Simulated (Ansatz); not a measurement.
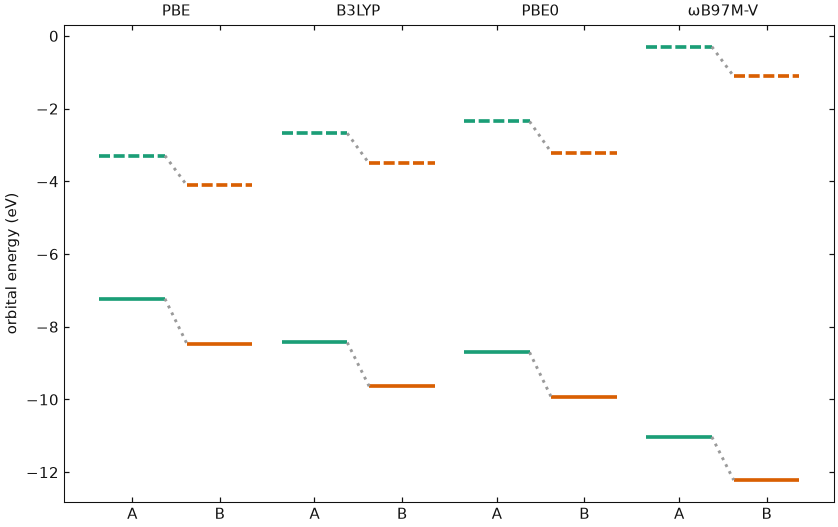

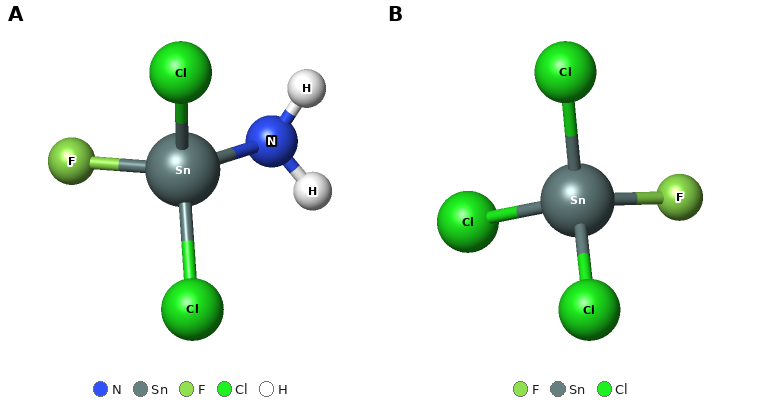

One change: A, SnNH₂Cl₂F (SMILES [NH2][Sn]([F])([Cl])[Cl]), becomes B, SnCl₃F (SMILES [F][Sn]([Cl])([Cl])[Cl]). NH₂ on Sn is replaced by Cl. HOMO (solid) and LUMO (dashed) computed in def2-TZVPP at PBE0-D4/def2-TZVP geometries, both minima by their frequencies, gas phase, the Ansatz code.

What does the change do to HOMO and LUMO?

PBE: the HOMO falls by 1.23 eV, the LUMO falls by 0.82 eV, and the separation goes from 3.94 to 4.35 eV. B3LYP: the HOMO falls by 1.20 eV, the LUMO falls by 0.83 eV, and the separation goes from 5.76 to 6.13 eV. PBE0: the HOMO falls by 1.24 eV, the LUMO falls by 0.85 eV, and the separation goes from 6.35 to 6.74 eV. ωB97M-V: the HOMO falls by 1.19 eV, the LUMO falls by 0.81 eV, and the separation goes from 10.73 to 11.11 eV.

Do the functionals agree on the effect?

They agree on the direction for both levels; the HOMO shift lies between −1.24 and −1.19 eV and the LUMO shift between −0.85 and −0.81 eV, while the separations themselves differ by up to 6.8 eV between functionals.

Known limits of this run: core potentials past krypton; spin-orbit coupling is left out, and with Sn it can shift these values.
